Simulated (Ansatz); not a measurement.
# B2FH3OSi: the cost of one run

All numbers are computed with Ansatz 0.2.0 through its Python package. Level of theory: B3LYP+D4/def2-SVP.

### Step 1. Starting point

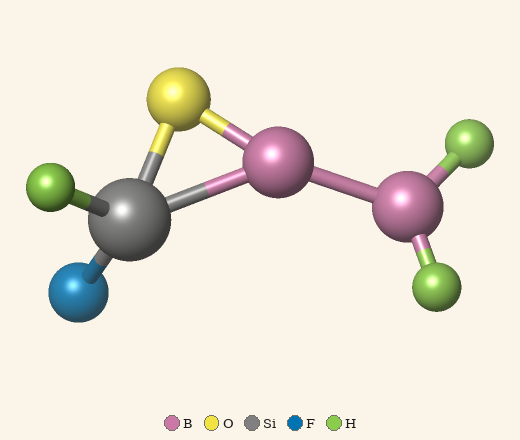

The starting structure, viewed from a chosen angle; boron pink, oxygen yellow, silicon grey, fluorine blue, hydrogen green.

No structure file is read: the coordinates are typed or built in the script.

### Step 2. The code

opt_b2fh3osi.py

```python
'''Relax the B2FH3OSi molecule.'''

import itertools
import logging
import sys
import warnings

import ansatz as az
from ase.data import atomic_numbers, covalent_radii
import numpy as np

logging.basicConfig(stream=sys.stdout, format='%(levelname)s %(message)s')
logger = logging.getLogger('run')
logger.setLevel(logging.INFO)

warnings.simplefilter('ignore', az.DeckWarning)

mol = (
    az.Crystal.molecule()
    .atom('B', (1.2442, 0.8612, 1.1278))
    .atom('B', (-0.1438, 0.4846, 0.2318))
    .atom('O', (-1.0185, 0.6426, -0.9678))
    .atom('Si', (-0.9309, -1.0111, -0.7397))
    .atom('F', (-0.0611, -1.7499, -1.9521))
    .atom('H', (1.7341, 0.1145, 1.7874))
    .atom('H', (1.6418, 2.0112, 1.0691))
    .atom('H', (-2.3737, -1.4103, -0.6121))
)

calc = (
    mol.calculation()
    .basis(gaussian='def2-SVP')
    .functional('b3lyp', dispersion='d4')
)
symbols = [site.symbol for site in mol.cartesian_sites]
start = np.array([site.position_ang for site in mol.cartesian_sites], dtype=float)
def progress(event):
    if event['event'] == 'relax_step':
        row = event['data']
        logger.info(f'step {row["step"]:3d}  E = {row["lagrangian_ev"]:.6f} eV  largest force component {row["allowed_force_max_ev_ang"]:.4f} eV/A')


r = calc.relax(force_tolerance=0.01).session().plan().execute(on_event=progress).report
end = np.array(r['positions_ang'])

logger.info('reference energy %16.6f eV' % r['reference_energy_ev'])
logger.info('total energy     %16.6f eV' % r['free_energy_ev'])
print('occupied orbitals outside the frozen core (up, down):', r['n_occupied'], ' frozen:', r['n_frozen'], ' virtual:', r['n_virtual'])

# pairs closer than 1.2 times the sum of covalent radii, before or after
radius = [covalent_radii[atomic_numbers[s]] for s in symbols]
span = lambda where, i, j: np.linalg.norm(where[i] - where[j])
bonded = [(i, j) for i, j in itertools.combinations(range(len(symbols)), 2) if min(span(start, i, j), span(end, i, j)) < 1.2 * (radius[i] + radius[j])]
logger.info('pair        before    after (A)')
for i, j in bonded:
    print(f'{symbols[i]}{i}-{symbols[j]}{j}'.ljust(10), f'{span(start, i, j):8.4f} {span(end, i, j):8.4f}')
for first, second in list(itertools.combinations(bonded, 2)):
    shared = set(first) & set(second)
    if shared and symbols[(j := shared.pop())] != 'H':
        i, k = sorted((set(first) | set(second)) - {j})
        u, v = end[i] - end[j], end[k] - end[j]
        angle = np.degrees(np.arccos(np.clip(u @ v / np.linalg.norm(u) / np.linalg.norm(v), -1, 1)))
        logger.info(f'final angle {symbols[i]}{i}-{symbols[j]}{j}-{symbols[k]}{k}: {angle:.2f} deg')

charges = r['charge_distribution']
dipole = np.array(charges['dipole_moment_e_ang']) * 4.803205
logger.info('dipole (D): {:.3f} {:.3f} {:.3f}, length {:.3f}'.format(*dipole, np.linalg.norm(dipole)))
logger.info('atom  Mulliken   Lowdin')
for symbol, m, l in zip(symbols, charges['mulliken_charges_e'], charges['lowdin_charges_e']):
    logger.info(f'{symbol:4s} {m:9.3f} {l:8.3f}')
with open('b2fh3osi_opt.xyz', 'w') as handle:
    handle.write(f'{len(symbols)}\nrelaxed B2FH3OSi\n')
    handle.writelines(f'{s:2s} {x:11.6f} {y:11.6f} {z:11.6f}\n' for s, (x, y, z) in zip(symbols, end))
```

### Step 3. The calls as engine input

The engine receives this input:

```yaml
crystal:
  periodic: [false, false, false]
  atoms:
    - { symbol: B, position_ang: [1.2442, 0.8612, 1.1278] }
    - { symbol: B, position_ang: [-0.1438, 0.4846, 0.2318] }
    - { symbol: O, position_ang: [-1.0185, 0.6426, -0.9678] }
    - { symbol: Si, position_ang: [-0.9309, -1.0111, -0.7397] }
    - { symbol: F, position_ang: [-0.0611, -1.7499, -1.9521] }
    - { symbol: H, position_ang: [1.7341, 0.1145, 1.7874] }
    - { symbol: H, position_ang: [1.6418, 2.0112, 1.0691] }
    - { symbol: H, position_ang: [-2.3737, -1.4103, -0.6121] }
basis:
  gaussian:
    orbitals: def2-SVP
hamiltonian:
  xc: b3lyp
  dispersion: d4
relax:
  f_tol: 0.01
```

### Step 4. The run

Command:

```sh
python opt_b2fh3osi.py
```

What time and memory should one allow on 1 thread of Arm Neoverse V2, shared host?

About 64 s, with a peak of 0.25 GiB.
